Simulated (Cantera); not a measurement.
A closed system holds: 1 mol CH₃SiH₃, 0.024 mol HCl, a varied amount of H₂, at 2398 K and 4400 Pa.

These are equilibrium values from Cantera (NASA tables, ideal gas, pure condensed phases), not measurements of a reactor. Candidate condensed phases: C, C₆H₆, C₇H₈, C₈H₁₈, Si, SiC; 109 gas species. The feed counts by its element totals alone. The tables' values for SiCl are old estimates; treat these amounts as uncertain. Gases not in the tables: Si₂H₆ and higher silanes. Kinetics and transport are ignored.

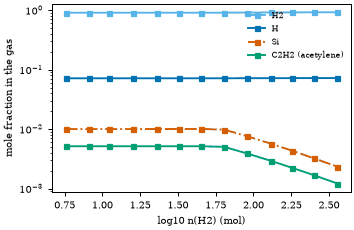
*Equilibrium gas composition (values under 1e-9 drawn at 1e-9)*

**Question.** Read off the mole fractions at 16 mol H₂.

**Answer.** H₂ about 0.91, H about 0.072, Si about 0.010, C₂H₂ (acetylene) about 0.0051.
